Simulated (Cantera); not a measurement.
Charge: 1 mol AlN, a varied amount of HCl, 27 mol N₂, held at 1348 K and 0.220 bar.

Method: chemical equilibrium by Gibbs-energy minimisation in Cantera with the NASA 1993 tables (ideal gas, pure condensed phases). Candidate condensed phases: Al, AlCl₃, AlN, NH₄Cl; 20 gas species. The tables' values for AlCl₂ are old estimates; treat these amounts as uncertain. Kinetics and transport are ignored.

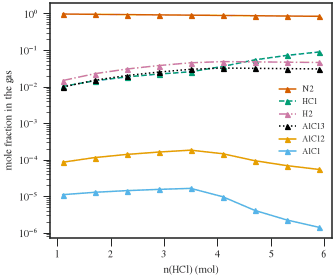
Figure: Equilibrium gas composition (values under 1e-9 drawn at 1e-9)

From 1.1 mol HCl to 3.5 mol HCl the condensed part is AlN(s). From 4.1 mol HCl to 5.9 mol HCl nothing is condensed. The main Al-bearing gas is AlCl₃ throughout.
